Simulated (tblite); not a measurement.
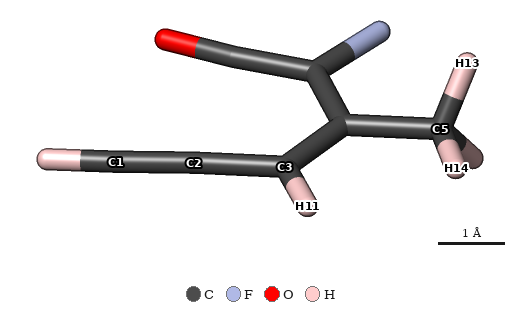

The structure as given in the input (stick view, seen at a tilt; atoms are numbered from 1 in the order of the input).

**Frequency calculation of C$_{7}$H$_{5}$FO**

C$_{7}$H$_{5}$FO, computed with GFN2-xTB harmonic vibrations, gas phase (tblite 0.8.0).

It belongs to a series of runs on one base structure; here: H on C replaced by ethynyl.

The program's output:
```
mode    cm-1     km/mol
  1      38.2      0.61
  2      98.2      2.05
  3     124.2      1.05
  4     151.1      0.28
  5     161.9      0.68
  6     229.4      7.82
  7     260.9      1.56
  8     300.3      0.23
  9     366.1     18.16
 10     376.4      0.17
 11     386.4      2.93
 12     521.5      0.08
 13     545.6      4.49
 14     581.5      5.08
 15     630.7     23.33
 16     662.0      3.64
 17     721.3     47.57
 18     790.4      7.68
 19     987.1      4.60
 20    1030.2      8.92
 21    1071.1     26.67
 22    1094.1      1.64
 23    1198.6     46.77
 24    1278.5     42.76
 25    1382.5      7.89
 26    1403.8      8.74
 27    1463.6      5.56
 28    1473.3     16.83
 29    1638.5     32.54
 30    2221.4    853.70
 31    2235.1     65.67
 32    3005.6     13.51
 33    3022.4     12.18
 34    3055.6     17.82
 35    3075.6     17.64
 36    3395.7     10.37
```

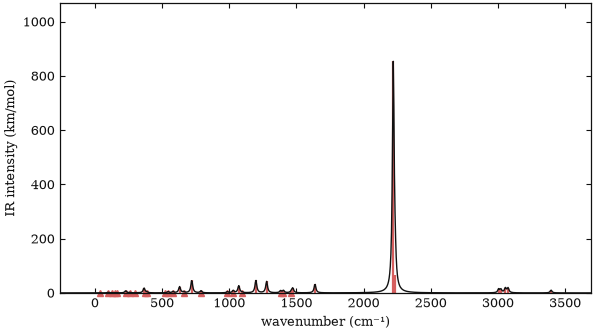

Harmonic infrared spectrum, unscaled: sticks (degenerate modes added up, dark ones marked on the axis) with a Lorentzian envelope of 16 cm⁻¹ full width, scaled to the tallest stick. 36 modes from 38 to 3396 cm⁻¹, none imaginary. The strongest line is at 2221 cm⁻¹ (854 km/mol).

The run was set up as follows.

Input:
```
{"job": {"kind": "ir", "xc": "GFN2-xTB", "basis": "xTB"}, "charge": 0, "multiplicity": 1}
C      2.805974     0.671483    -0.643626
C      1.778643     0.044572    -0.631080
C      0.615994    -0.740349    -0.662612
C     -0.521429    -0.388169    -0.036891
C     -1.761158    -1.221972    -0.067192
C     -0.610386     0.845232     0.719915
F     -1.815554     1.110332     1.322355
C      0.323722     1.756755     0.906078
O      1.070251     2.617535     1.132456
H      3.683447     1.246209    -0.632350
H      0.670286    -1.661251    -1.224530
H     -2.031183    -1.531489     0.942357
H     -2.595076    -0.644223    -0.464721
H     -1.614208    -2.105138    -0.682325
```

The first line tells a small driver script what to run in tblite; the rest is the geometry in Å.

Launched with:
```bash
OMP_NUM_THREADS=1 python <driver script> task.json out
```

Summary:

| quantity | value |
| --- | --- |
| outcome | converged |
| total energy | −712.8190 eV |
| zero-point energy | 58.5820 kcal/mol |
| hardware | 1 CPU thread, shared host |
| peak memory | 0.18 GiB |
